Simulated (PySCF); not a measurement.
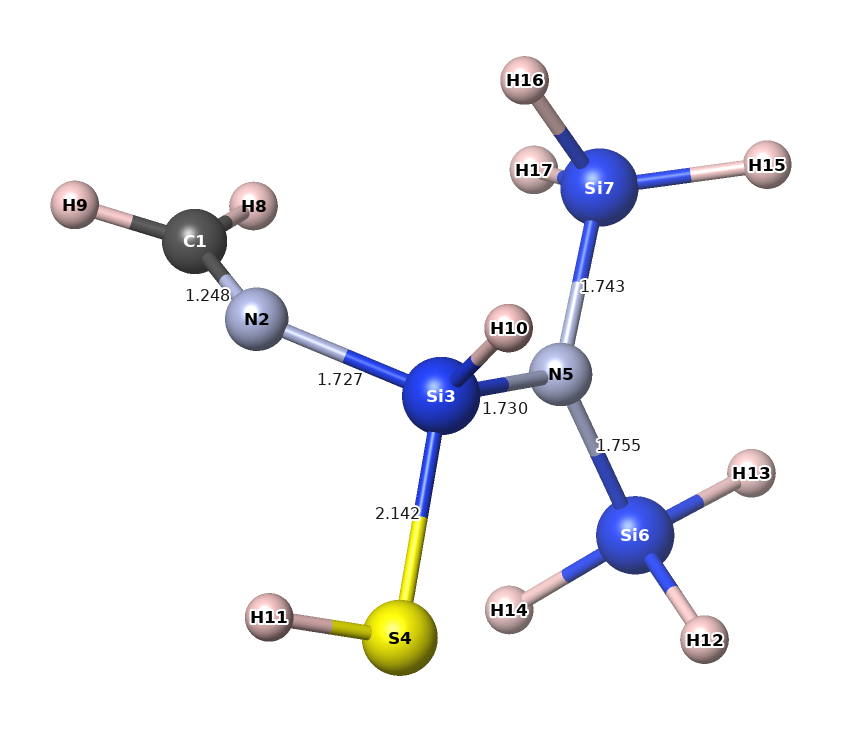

The numbers beside the sticks are distances in Å. Sticks don't show bond order. The geometry was computed by an optimisation with GFN2-xTB. No frequency run is at hand to confirm it as a minimum.

Which of the marked bonds are single, double, triple or aromatic?

Answer. C1–N2 double; N2–Si3 single; Si3–S4 single; Si3–N5 single; N5–Si6 single; N5–Si7 single.

Give the structure as SMILES.

Answer. C=N[Si@@H](S)N([SiH3])[SiH3]
